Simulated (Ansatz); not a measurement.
# H$_{5}$N$_{2}$Si···H$_{2}$ (doublet): what the fields show

Input file:

```
crystal:
  periodic: [false, false, false]
  atoms:
    - { symbol: Si, position_ang: [0.0, 0.0, 0.0] }
    - { symbol: H, position_ang: [0.0, 0.0, 1.71] }
    - { symbol: "N", position_ang: [1.7163, 0.0, -0.6061] }
    - { symbol: H, position_ang: [2.2145, -0.918, -0.7868] }
    - { symbol: H, position_ang: [2.2175, 0.918, -0.7783] }
    - { symbol: H, position_ang: [-0.6877, 1.1914, -0.4862] }
    - { symbol: "N", position_ang: [-0.8572, -1.4851, -0.6061] }
    - { symbol: H, position_ang: [-1.3922, -2.1014, 0.0704] }
    - { symbol: H, position_ang: [-0.8219, -1.7344, -1.6357] }
    - { symbol: H, position_ang: [0.0, 0.0, 2.67] }
magnetization:
  spin_polarized: true
  initial_magnetization: 1
basis:
  gaussian: { orbitals: "6-31G*" }
hamiltonian:
  xc: revpbe
relax:
  f_tol: 0.15
  max_steps: 25
  restrain:
    - { distance: [1, 9], at: 0.66, k: 30.0 }
    - { distance: [0, 1], at: 2.66, k: 30.0 }
output:
  orbitals: {}
```

Run with:

```sh
ansatz run input.yaml --threads 1 --pin off --max-ram 2048MiB --backend cpu --events-out ev --progress --plain --runs-dir out
```

The fields are those of the run's last geometry, not of the input's.

Not at a stationary point (largest force 1.6 eV/Å).

Theory: UKS revPBE/6-31G* (Ansatz).

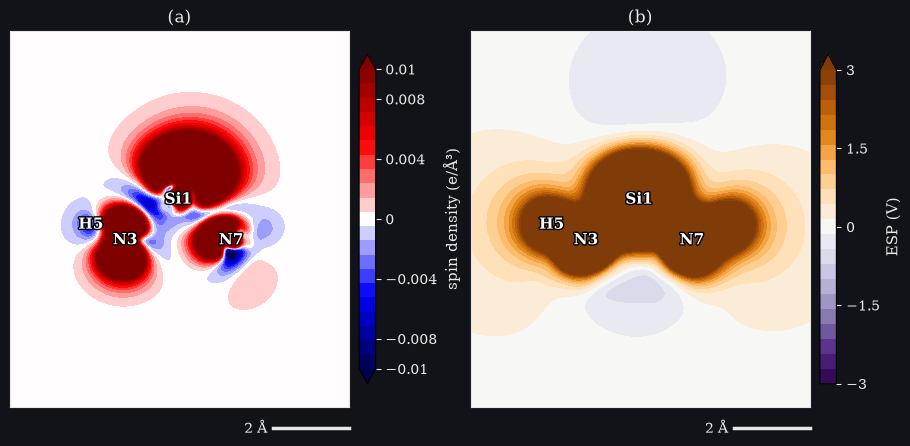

Figure 1. (a) spin density (α minus β); (b) electrostatic potential on the plane of atoms N3, Si1 and N7.

> What do the fields say about this system?

- Atoms in the plane: Si, N and H.
- The unpaired spin (1 electron) lies mostly on Si1 (about 0.6), N3 (about 0.1) and H6 (about 0.1), in electrons by Hirshfeld's partition.
- Outside the dense part of the complex the potential is most negative (−0.6 V) near N7.

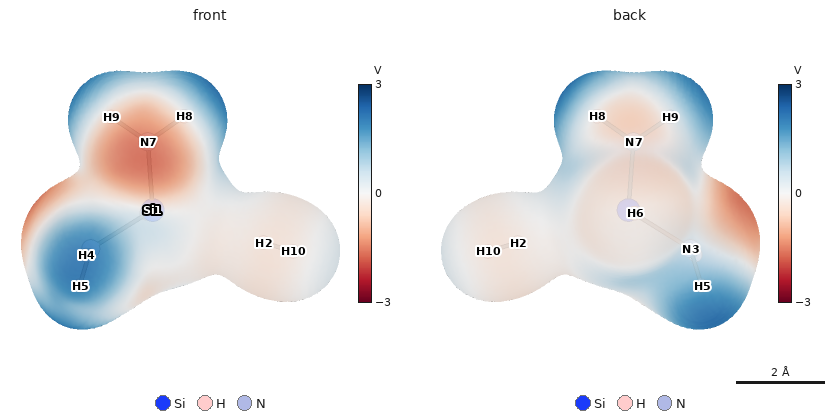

Figure 2. The electrostatic potential painted on the density surface at 0.004 e/bohr³, seen from the front and from behind; the colour scale runs from red (negative) to blue (positive).

> Which sites attract a positive test charge, and which a negative one?

A positive charge is drawn to the negative regions and a negative charge to the positive ones. The most negative region (about −1.6 V) lies over N7, the most positive (about +2.2 V) over H4, H5 and H8. N7 is the likeliest acceptor of a hydrogen bond.

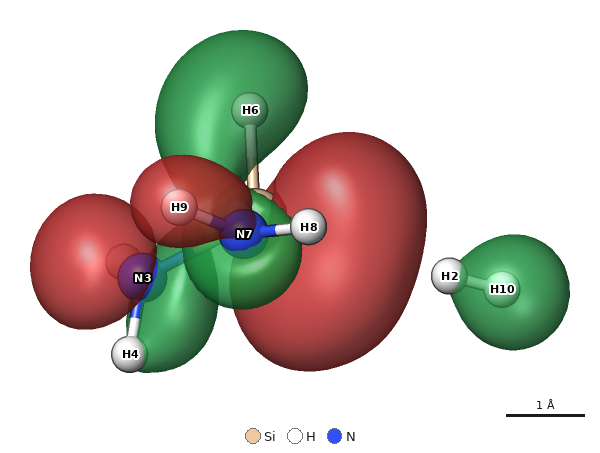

Figure 3. The HOMO (α) at ±0.08 Å⁻³ᐟ² (green and red are the two phases), seen from one side.

> Describe this orbital and give its energy.

It lies mainly on Si1 (about 50 %), N3 (about 20 %), H6 (about 10 %) and N7 (about 5 %). Its energy is −3.75 eV.
